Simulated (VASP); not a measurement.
Band structure of MoPt2 (sg71). Calculation: PBEsol GGA, VASP's PBE PAW potentials (set 64) (plane waves; VASP).

Unless said otherwise, spin-orbit coupling is left out, though it shifts the bands of the heavy elements here.

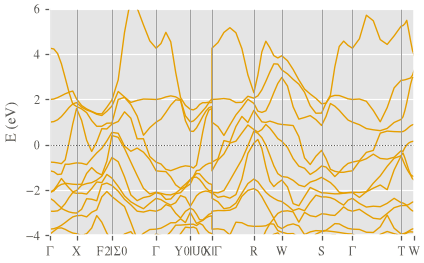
*Bands along high-symmetry lines, zero at the valence-band maximum or, without a gap, the Fermi level*

Question: Read the plot: is there a gap, and where are the band edges?

Answer: It has no gap at this level: it comes out as a metal or semimetal. (Edges off the drawn lines would not show.)

The compound is MoPt2 in the sg71 structure. It was relaxed first.
